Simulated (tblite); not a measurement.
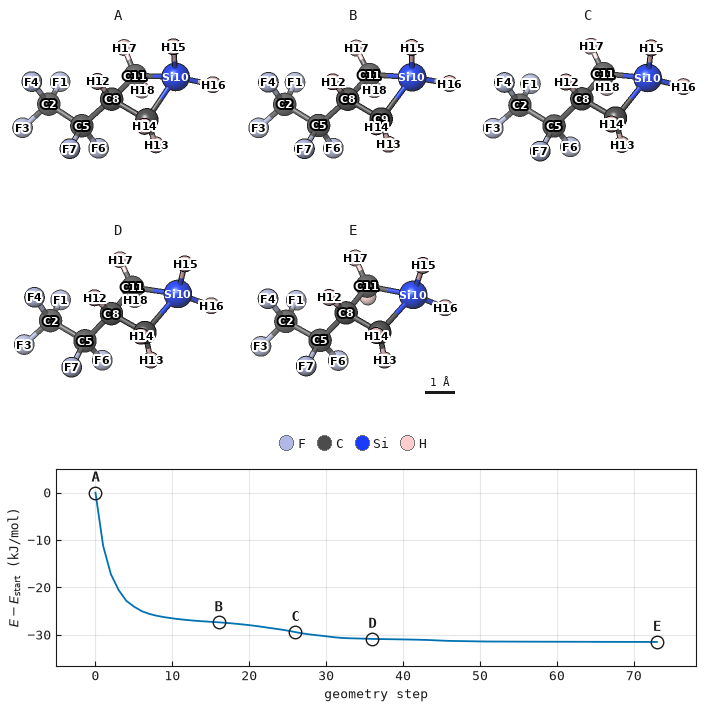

Frames of a relaxation of C$_{5}$H$_{7}$F$_{5}$Si, marked on the history of the run. The picture is a ball-and-stick view, seen at a tilt.

All numbers below come from tblite 0.8.0, GFN2-xTB geometry optimisation, gas phase. 

Question: Describe the path.

Answer: The atom that moves furthest after the best rigid fit is H15 (0.56 Å). By element the largest moves are H 0.56 Å, C 0.25 Å, F 0.20 Å, Si 0.18 Å. Among the contacts that change: C8–C9 1.581 → 1.542 Å, C8–C11 1.575 → 1.540 Å, C9–Si10 1.884 → 1.915 Å, Si10–H15 1.490 → 1.461 Å. Bond angles that change, for instance: C9–C8–C11 94.6° → 100.0°, Si10–C11–H17 115.1° → 120.1°, C2–C5–F7 111.2° → 106.8°. The energy falls by 31.5 kJ/mol in 73 geometry steps. From step 0 to 16: H15 moves most (0.13 Å), energy −27.4 kJ/mol. From step 16 to 26: H15 moves most (0.17 Å), energy −2.07 kJ/mol. From step 26 to 36: H16 moves most (0.21 Å), energy −1.43 kJ/mol. From step 36 to 73: H atoms move most (0.12 Å), energy −0.64 kJ/mol.

```
step  E − E(0), kJ/mol
   0              0.00
   1            -11.24
   2            -17.19
   3            -20.52
   4            -22.80
   5            -24.04
   6            -24.99
   7            -25.59
   8            -25.99
   9            -26.29
  10            -26.52
  13            -27.03
  17            -27.48
  20            -27.96
  23            -28.63
  27            -29.72
  30            -30.31
  33            -30.73
  37            -30.89
  40            -30.97
  43            -31.08
  46            -31.28
  50            -31.39
  53            -31.43
  56            -31.44
  60            -31.46
  63            -31.47
  66            -31.48
  70            -31.49
  73            -31.50
```
